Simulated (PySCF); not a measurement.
# CHCl3, SMILES `ClC(Cl)Cl`: electronic structure

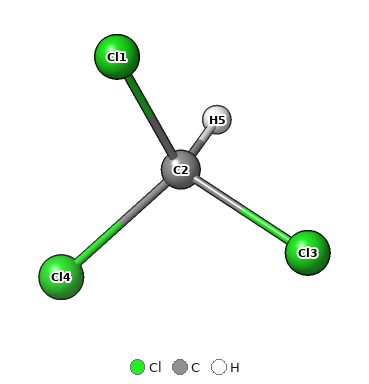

The molecule, with its atoms numbered as below. No frequency check shows the geometry to be a minimum.

Geometry (Å), atoms numbered from 1:

```
Cl1     -1.0714    1.2881   -0.0874
C2      -0.0001    0.0000    0.4811
Cl3     -0.5798   -1.5719   -0.0874
Cl4      1.6513    0.2839   -0.0874
H5       0.0000   -0.0001    1.5724
```

Part 1: Bonding charge

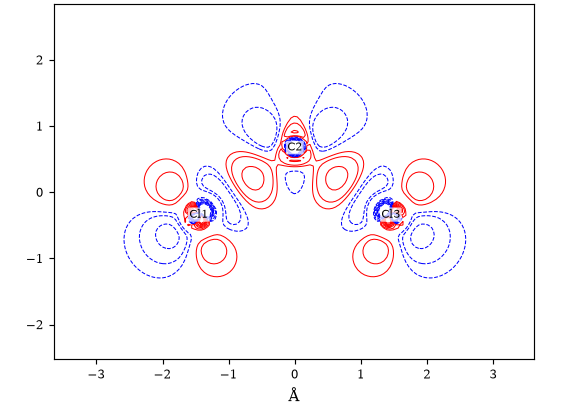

Deformation density (molecule less spherical, spin-averaged free atoms) in the plane of Cl1, C2 and Cl3; contours at ±0.05 to ±0.8 e/Å³; solid red lines: gain, dashed blue lines: loss.

Level of theory: PBE0/def2-TZVP (PySCF), at a geometry from GFN2-xTB.

Question: Describe the bonding that the map shows.

Answer: Cl1–C2 and C2–Cl3: +0.25 e/Å³ at the bond critical point (bond length 1.77 Å, Mayer order 1.1). In all, 1.2 electrons gather in the regions of gain relative to the promolecule.

Question: Where do the Hirshfeld charges lie?

Answer: The highest Hirshfeld charge is on H5 (+0.06 e), the lowest on Cl1, Cl3 and Cl4 (−0.03 e).

Part 2: Bond critical points

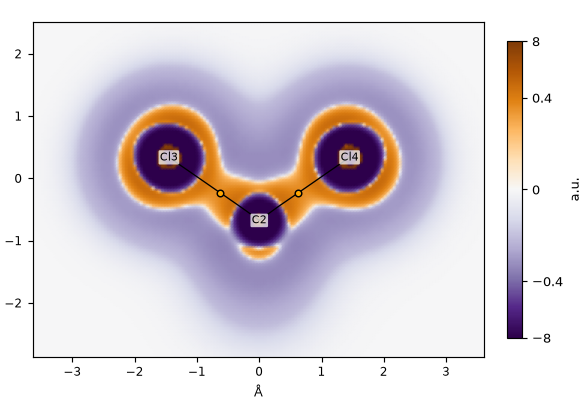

Negative Laplacian of the density (−∇²ρ) in the plane of C2, Cl3 and Cl4 (orange positive, purple negative, colour scale in a.u., logarithmic beyond ±0.04), with bond paths and bond critical points (dots).

Question: At which bond critical points in this plane is charge locally concentrated, and at which depleted?

Answer: Concentrated (∇²ρ < 0): C2–Cl3 and C2–Cl4 (−0.28 a.u.). At none is it depleted.

Question: Where along C2–Cl3 does the critical point lie?

Answer: 0.77 Å from C2 and 1.00 Å from Cl3.

Part 3: Electrostatic potential

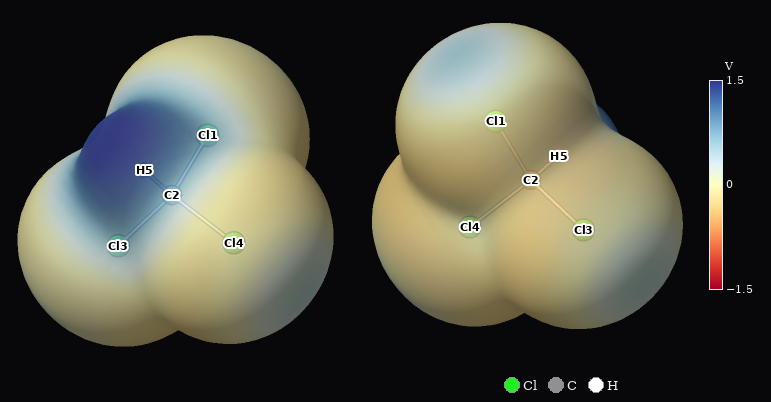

Electrostatic potential on the surface of electron density 0.001 a.u. (back view left, front view right).

Question: Where are the extremes of the potential on the surface?

Answer: Highest: 1.48 V, 1.3 Å from H5. Further maxima include 0.57 V, 1.9 Å from Cl1, and at like points elsewhere; 0.06 V, off the C2–Cl4 bond (2.2 Å from its atoms). Lowest: −0.33 V, 2.1 Å from Cl3, and at like points elsewhere. The surface is sampled at points, so like sites can differ by a few per cent and only the strongest of them is named.

Question: Does Cl1 carry a σ-hole?

Answer: Yes: a local maximum of +0.57 V lies on the extension of the C2–Cl1 bond.

Part 4: In an electric field

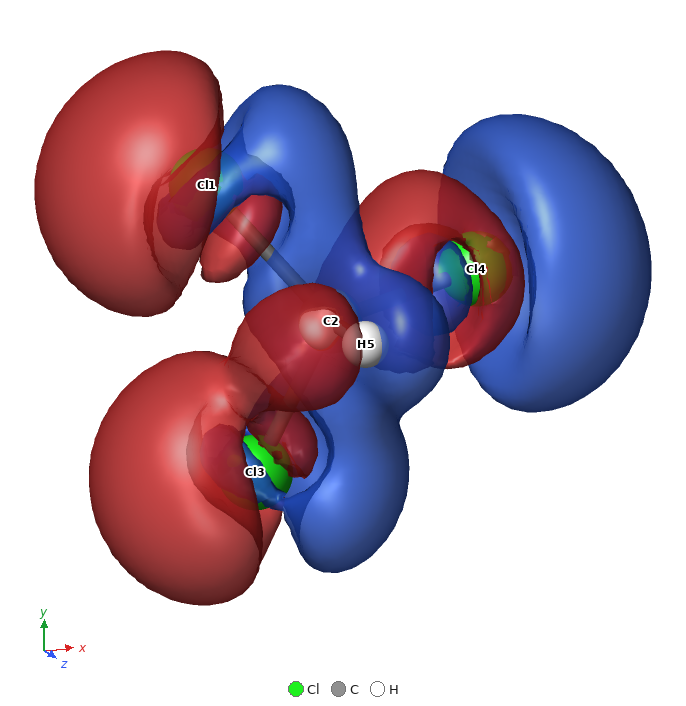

Change of the electron density in a uniform field of 0.21 V/Å, surfaces at ±0.001 e/Å³ (red: gain, blue: loss).

Method: PBE0/def2-TZVP; geometry: GFN2-xTB; program: PySCF. A basis without diffuse functions makes polarisabilities too small.

Question: Along which Cartesian direction does the field point?

Answer: Along +x: electrons gather on the −x side, against the field.

Question: What dipole is induced, and what polarisability does it imply?

Answer: The induced dipole is 0.55 D (along the field); α along this axis, from the fields in both directions, is 54 bohr³ (8.0 Å³).

Question: Which atoms gain and lose the most charge?

Answer: Electrons gather most on Cl1 (Hirshfeld charge changes by −0.014 e) and leave Cl4 most (+0.022 e); 0.049 electrons are displaced in all.

Part 5: Removing or adding an electron

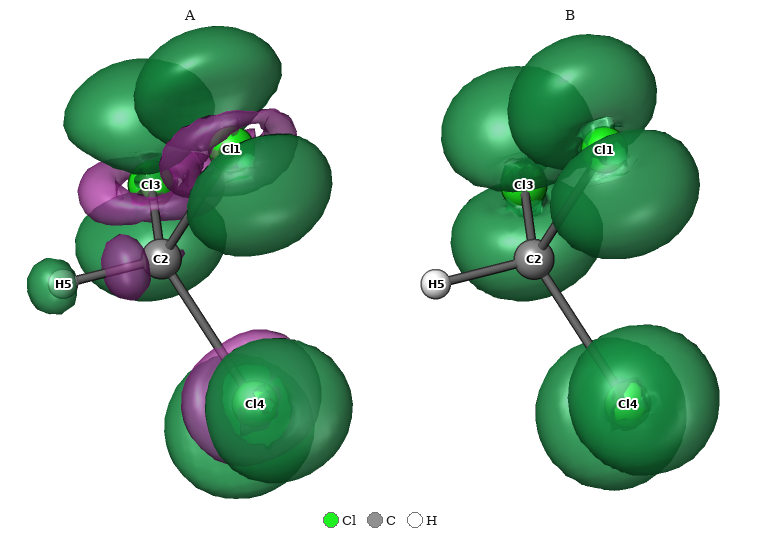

The Fukui function f⁻ from two separate SCF calculations and the density of the HOMO, at ±0.03 e/Å³ (green positive, purple negative).

PySCF calculation, PBE0/def2-TZVP, gas phase; geometry: GFN2-xTB.

Question: Which panel is which, and how good is the frozen-orbital picture?

Answer: A is f⁻ (it has negative regions), B the HOMO density. The HOMO lies on Cl1, Cl3 and Cl4 (32 % each); f⁻ (Hirshfeld-condensed) is largest on Cl1, Cl3 and Cl4 (0.31 each); the vertical ionisation energy is 11.06 eV (the stability of the cation's solution wasn't checked). Relaxation shifts 4 % of the electron between atoms. The orbital energy is −8.84 eV.
